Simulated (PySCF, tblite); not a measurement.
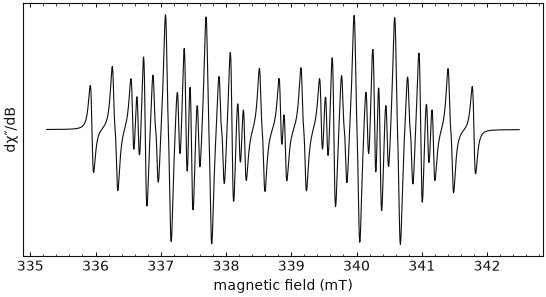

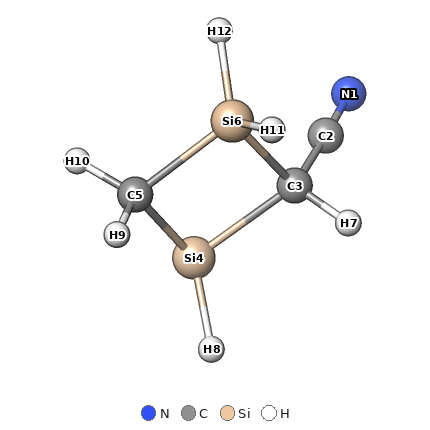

First-order isotropic EPR spectrum (fast tumbling, first derivative) of C₃H₆NSi₂, SMILES N#C[C@@H]1[SiH]C[SiH2]1, doublet at 9.50 GHz, Lorentzian lines of 0.09 mT full width at half height, from computed g and hyperfine couplings (B3LYP/pcH-1, PySCF 2.14.0, at a GFN2-xTB geometry (a minimum by its frequencies), gas phase); values of one conformer, averaged over methyl-type rotors alone; no vibrational averaging; dilute isotopes left out. The SMILES is one Lewis form and needn't show where the spin sits.

Q: Which couplings does the calculation give? The spectrum shows the sizes of those above the line width, not their signs.

A:
```csv
nuclei,isotope,a (mT),a (MHz)
H8,¹H,2.89,81.0
H10,¹H,0.83,23.2
H9,¹H,0.81,22.7
H7,¹H,0.62,17.3
H12,¹H,0.37,10.4
H11,¹H,0.33,9.2
```

Q: What is the g value, and how wide is the spectrum?

A: g_iso = 2.0030, which centres the spectrum at 338.9 mT; it spans 5.9 mT.

Caveats: the tight-binding geometry is rougher than a DFT one and adds to the error.
